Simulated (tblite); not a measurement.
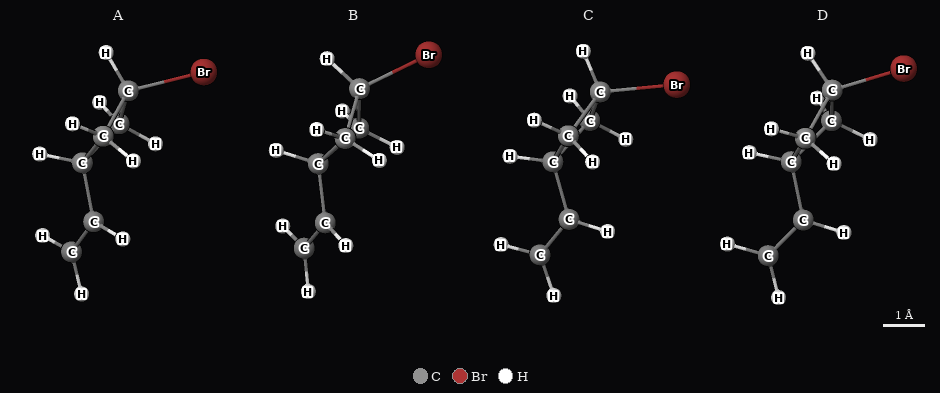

4 geometries from one relaxation of C6H9Br, in shuffled order. The picture is a ball-and-stick view, seen from a free direction.

The calculation used tblite 0.8.0, GFN2-xTB geometry optimisation, gas phase. 

Put them in the order of the run, from the start to the converged end.

B, A, C, D. They are steps 0, 33, 61, 92, at +29.1 kJ/mol, +3.88 kJ/mol, +2.32 kJ/mol relative to the last. The atom that moves furthest after the best rigid fit is an H atom (1.13 Å). By element the largest moves are H 1.13 Å, Br 0.53 Å, C 0.40 Å. Among the contacts that change: C–C 1.353 → 1.320 Å, C–C 1.552 → 1.527 Å, Br–C 1.939 → 1.959 Å, C–C 1.567 → 1.547 Å. Among the angles between lasting bonds that change: Br–C–H 111.2° → 105.6°, C–C–C 119.2° → 124.3°, C–C–H 120.2° → 115.3°. Groups turn about C–C by about 50°. Over 92 geometry steps the energy falls by 29.1 kJ/mol.
